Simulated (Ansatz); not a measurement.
**GaClF (SMILES [F][Ga][Cl]): UCCSD(T)/cc-pVTZ**

Aim: the electronic atomisation energy of GaClF at UCCSD(T)/cc-pVTZ, from 4 runs. 

The results are computed with Ansatz 0.2.0.

27 further runs of the same task are left out: 27 set aside as unsound or not needed.

**1. The molecule**

The species is GaClF (3 atoms), meant as a doublet with charge 0. As SMILES, `[F][Ga][Cl]`. Geometry: relaxed at PBE0-D4/def2-TZVP.

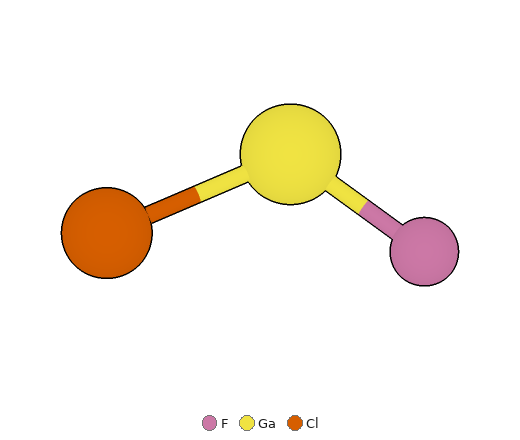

The structure, seen from a chosen angle (fluorine pink, gallium yellow, chlorine orange).

**2. The energy at UCCSD(T)/cc-pVTZ**

Input file input.yaml:

```yaml
crystal:
  periodic: [false, false, false]
  atoms:
    - {symbol: F, position_ang: [-1.421100, 0.295900, -0.754800]}
    - {symbol: Ga, position_ang: [0.066400, 0.649600, 0.112200]}
    - {symbol: Cl, position_ang: [1.343900, -1.010300, 0.629300]}
basis:
  gaussian:
    orbitals: cc-pVTZ
magnetization:
  spin_polarized: true
  initial_magnetization: 1
correlation:
  method: ccsd_t
  frozen_orbitals: {Cl: 5, F: 1, Ga: 9}
accuracy: high
scf:
  omitted_lower_state_checks: [cluster_reference, increment]
```

Command:

```
ansatz run input.yaml --threads 1 --pin off --max-ram 3480MiB --events-out events.jsonl --progress --plain --runs-dir runs
```

Log:

```text
Warning: RAYON_NUM_THREADS=1 ignored (pool sized by the plan → 1); use --threads N
Functional definition: HF
  name "HF"
  exchange = exact_x
  correlation = 0
these checks for a lower state are left out or cut short: cluster_reference, increment
1591 factors; integrals over basis functions are off by at most 4.3e-9 eV
mean field evaluation 1: about -67546.0162 eV, gradient 2.3e1 eV
mean field evaluation 2: about -67546.1063 eV, gradient 2.4e1 eV
mean field evaluation 4: about -67548.5288 eV, gradient 2.1e0 eV
mean field evaluation 8: about -67548.6357 eV, gradient 4.5e-1 eV
mean field evaluation 16: about -67548.6412 eV, gradient 7.9e-6 eV
mean field -67548.64120585 eV, -2482.3667782015 hartree, gradient 2.8e-8 eV, S^2 0.756112; 0 other end points of the search recorded, 0 dependent functions left out
15 core orbitals not correlated: weight in the atoms' cores, before any rotation towards them, 1.000 or more for the frozen orbitals, at most 0.000 for the correlated occupied ones
reference -67548.64120585 eV, -2482.3667782015 hartree; 14, 13 occupied and 78, 79 virtual orbitals, 1591 factors
second order -15.40560337 eV of doubles, -0.00000000 eV of singles
cycle   1  -15.31077497 eV  change    9.5e-2 eV  update   9.9e-2
cycle   2  -15.69813989 eV  change   -3.9e-1 eV  update   3.2e-2
cycle   3  -15.79910780 eV  change   -1.0e-1 eV  update   1.9e-2
cycle   4  -15.79412696 eV  change    5.0e-3 eV  update   6.5e-3
cycle   5  -15.78901944 eV  change    5.1e-3 eV  update   3.1e-3
cycle   6  -15.79072512 eV  change   -1.7e-3 eV  update   1.2e-3
cycle   7  -15.79077404 eV  change   -4.9e-5 eV  update   5.3e-4
cycle   8  -15.79078149 eV  change   -7.4e-6 eV  update   2.1e-4
cycle   9  -15.79088772 eV  change   -1.1e-4 eV  update   9.5e-5
cycle  10  -15.79085105 eV  change    3.7e-5 eV  update   3.5e-5
cycle  11  -15.79084802 eV  change    3.0e-6 eV  update   1.7e-5
cycle  12  -15.79086035 eV  change   -1.2e-5 eV  update   7.4e-6
cycle  13  -15.79085827 eV  change    2.1e-6 eV  update   3.1e-6
cycle  14  -15.79086147 eV  change   -3.2e-6 eV  update   1.5e-6
cycle  15  -15.79086182 eV  change   -3.5e-7 eV  update   6.2e-7
cycle  16  -15.79086159 eV  change    2.4e-7 eV  update   3.4e-7
cycle  17  -15.79086168 eV  change   -9.6e-8 eV  update   1.7e-7
cycle  18  -15.79086158 eV  change    1.0e-7 eV  update   8.7e-8
cycle  19  -15.79086160 eV  change   -2.3e-8 eV  update   4.6e-8
cycle  20  -15.79086162 eV  change   -1.5e-8 eV  update   2.7e-8
cycle  21  -15.79086166 eV  change   -4.4e-8 eV  update   8.3e-8
cycle  22  -15.79086167 eV  change   -1.1e-8 eV  update   2.2e-8
cycle  23  -15.79086168 eV  change   -8.5e-9 eV  update   7.7e-9
cycle  24  -15.79086168 eV  change  -6.7e-10 eV  update   3.6e-9
cycle  25  -15.79086168 eV  change  -7.3e-10 eV  update   1.6e-9
perturbative correction -0.64898522 eV, -0.0238497669 hartree
Total energy: -67565.08105275 eV, -2482.9709314318 hartree
Checks for a lower state left out: cluster_reference, increment
```

It took 54 s on 1 thread of Arm Neoverse V2, shared host; peak memory 1 GiB.

**3. The Cl atom**

Input file in.yaml:

```yaml
crystal:
  periodic: [false, false, false]
  atoms:
    - {symbol: Cl, position_ang: [0.000000, 0.000000, 0.000000]}
basis:
  gaussian:
    orbitals: cc-pVTZ
magnetization:
  spin_polarized: true
  initial_magnetization: 1
correlation:
  method: ccsd_t
  frozen_orbitals: {Cl: 5}
accuracy: high
scf:
  omitted_lower_state_checks: [cluster_reference, increment]
```

Run the same way, it converges to -459.67181 Eh (log not shown).

**4. The F atom at the same level**

Input file run.yaml:

```yaml
crystal:
  periodic: [false, false, false]
  atoms:
    - {symbol: F, position_ang: [0.000000, 0.000000, 0.000000]}
basis:
  gaussian:
    orbitals: cc-pVTZ
magnetization:
  spin_polarized: true
  initial_magnetization: 1
correlation:
  method: ccsd_t
  frozen_orbitals: {F: 1}
accuracy: high
scf:
  omitted_lower_state_checks: [cluster_reference, increment]
```

Run the same way, it converges to -99.62036 Eh (log not shown).

**5. The Ga atom**

Input file molecule.yaml:

```yaml
crystal:
  periodic: [false, false, false]
  atoms:
    - {symbol: Ga, position_ang: [0.000000, 0.000000, 0.000000]}
basis:
  gaussian:
    orbitals: cc-pVTZ
magnetization:
  spin_polarized: true
  initial_magnetization: 1
scf:
  omitted_lower_state_checks: [cluster_reference, increment]
accuracy: high
correlation:
  method: ccsd_t
  frozen_orbitals: {Ga: 9}
```

Run the same way, it converges to -1923.38301 Eh (log not shown).

**6. What came out**

At UCCSD(T)/cc-pVTZ, 15 core orbitals frozen:

```
                                              quantity           value
                                molecule: total energy  -2482.97093 Eh
molecule: correlation energy (15 core orbitals frozen)      -604.2 mEh
                              molecule: (T) correction      -23.85 mEh
           molecule: ⟨S²⟩ of the reference determinant           0.756
                               molecule: T1 diagnostic           0.015
                                 Cl atom: total energy   -459.67181 Eh
  Cl atom: correlation energy (5 core orbitals frozen)      -186.4 mEh
                               Cl atom: (T) correction       -5.53 mEh
            Cl atom: ⟨S²⟩ of the reference determinant           0.759
                                Cl atom: T1 diagnostic           0.007
                                  F atom: total energy    -99.62036 Eh
    F atom: correlation energy (1 core orbital frozen)      -214.8 mEh
                                F atom: (T) correction       -3.59 mEh
             F atom: ⟨S²⟩ of the reference determinant           0.753
                                 F atom: T1 diagnostic           0.005
                                 Ga atom: total energy  -1923.38301 Eh
  Ga atom: correlation energy (9 core orbitals frozen)      -121.1 mEh
                               Ga atom: (T) correction       -6.60 mEh
            Ga atom: ⟨S²⟩ of the reference determinant           0.763
                                Ga atom: T1 diagnostic           0.012
                         electronic atomisation energy        8.048 eV
```

**Reading.** Taking the molecule apart into free atoms costs 8.05 eV (186 kcal/mol), before zero-point energy and without spin-orbit coupling. The triples (molecule) make up 3.9 % of the correlation energy. The triples (Cl atom) make up 3.0 % of the correlation energy. The triples (F atom) make up 1.7 % of the correlation energy. The triples (Ga atom) make up 5.5 % of the correlation energy.
